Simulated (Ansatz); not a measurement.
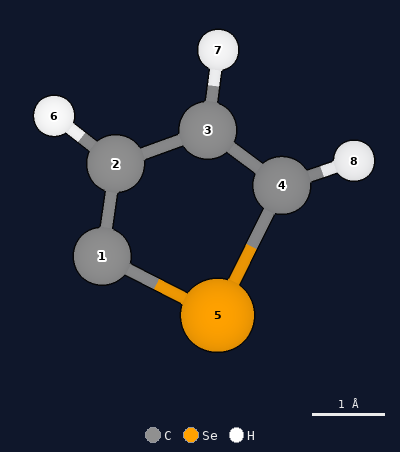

C$_{4}$H$_{3}$Se (multiplicity 2) (coarse preliminary run), before the relaxation. Style: ball-and-stick. Shown at a tilt.

The start comes from a force field.

The calculation used UKS PBE-D4/def2-SVP in Ansatz.

Input
```yaml
crystal:
  periodic: [false, false, false]
  atoms:
    - {symbol: C, position_ang: [-0.797100, 1.522200, 0.229200]}
    - {symbol: C, position_ang: [0.310100, 0.898300, 0.555200]}
    - {symbol: C, position_ang: [0.486400, -0.388900, 0.101800]}
    - {symbol: C, position_ang: [-0.363200, -0.999800, -0.666100]}
    - {symbol: Se, position_ang: [-1.810400, 0.421000, -0.805200]}
    - {symbol: H, position_ang: [1.058900, 1.409600, 1.165100]}
    - {symbol: H, position_ang: [1.454800, -0.913800, 0.383700]}
    - {symbol: H, position_ang: [-0.247200, -2.005800, -1.019400]}
basis:
  gaussian: {orbitals: def2-SVP}
magnetization: {spin_polarized: true, initial_magnetization: 1}
hamiltonian: {xc: pbe, dispersion: d4}
relax: {f_tol: 0.03, max_steps: 200}
```

**Predict the outcome.**

After 5 geometry steps the energy has fallen by 0.941 eV. The largest force component goes from 5.1 to 0.022 eV/Å. The atom that moves furthest after the best rigid fit is H8 (0.21 Å). By element the largest moves are H 0.21 Å, Se 0.17 Å, C 0.12 Å. Near-neighbour distances that change, for instance: C4–Se5 2.033 → 1.888 Å, C3–C4 1.298 → 1.377 Å, C2–C3 1.376 → 1.445 Å, C1–C2 1.312 → 1.363 Å. Among the angles between lasting bonds that change: Se5–C4–H8 135.2° → 120.3°, C3–C4–Se5 100.2° → 111.7°, C2–C3–C4 123.5° → 115.6°. The run took roughly 40 core-seconds on a shared host.

History of the run:

```
step  E − E(0), eV  largest force component, eV/Å
   0        0.0000                         5.1480
   1       -0.8245                         1.4780
   2       -0.9318                         0.4057
   3       -0.9345                         0.2959
   4       -0.9404                         0.0592
   5       -0.9410                         0.0218
```

The structure at the end:

```xyz
8

C    -0.8248    1.4373    0.1704
C     0.3718    0.9514    0.6071
C     0.6018   -0.3978    0.1426
C    -0.3972   -0.9383   -0.6353
Se   -1.8237    0.2739   -0.8794
H     1.0821    1.5081    1.2357
H     1.5166   -0.9564    0.3948
H    -0.4344   -1.9355   -1.0915
```

The end point in the same view:

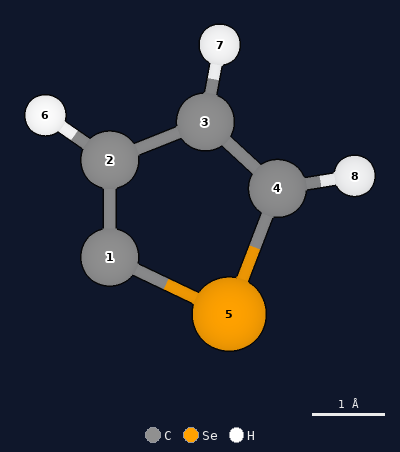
